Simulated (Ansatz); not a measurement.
## [AlH4]− (SMILES [AlH4-]): the energy, rung by rung

[AlH4]−: 5 atoms, total charge -1, spin state singlet. SMILES: `[AlH4-]`. Geometry: a GFN2-xTB relaxation, a rough one for these elements and not checked as a minimum.

| atom | x (Å) | y (Å) | z (Å) |
| --- | --- | --- | --- |
| Al | 0.0000 | 0.0001 | -0.0011 |
| H | 1.4435 | -0.5043 | 0.5564 |
| H | -1.1830 | -0.6045 | 0.9391 |
| H | -0.2038 | -0.5171 | -1.5307 |
| H | -0.0567 | 1.6259 | 0.0362 |

Each level gives the energy change with the Al1–H2 bond stretched from 1.628 to 4.069 Å (eV). The values are calculated.

| level | kind | program | value (eV) |
| --- | --- | --- | --- |
| revPBE/6-31G (restricted) | GGA | Ansatz | 2.91 |
| B3LYP/6-31G (restricted) | global hybrid | Ansatz | 3.18 |
| BHLYP/6-31G (restricted) | global hybrid | Ansatz | 3.54 |
| PBE0/6-31G (restricted) | global hybrid | Ansatz | 3.33 |
| wB97M-V/6-31G (restricted) | range-separated hybrid | Ansatz | 3.61 |
| wB97X/6-31G (restricted) | range-separated hybrid | Ansatz | 3.66 |
| MP2/6-31G (restricted) | perturbation theory | Ansatz | 3.48 |
| CCSDT/6-31G (restricted) | coupled cluster or CI | Ansatz | 2.87 |
| FCI/3-21G | exact in the basis | Ansatz | 2.99 |

Sets without diffuse functions describe the anion poorly. The first shape isn't each level's own minimum. The values span 2.87 to 3.66 eV. The coupled-cluster rows rest on a doubtful reference here (large T1 or Brueckner and Hartree–Fock orbitals at odds), and rows may lie in different states. All rows use very small basis sets, so none should be taken for the real molecule's value.

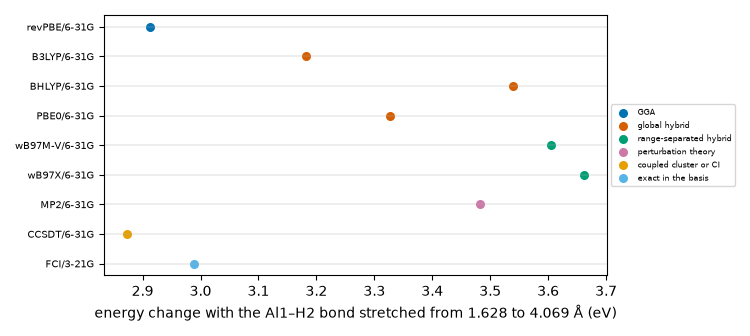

The values of the table, level by level.
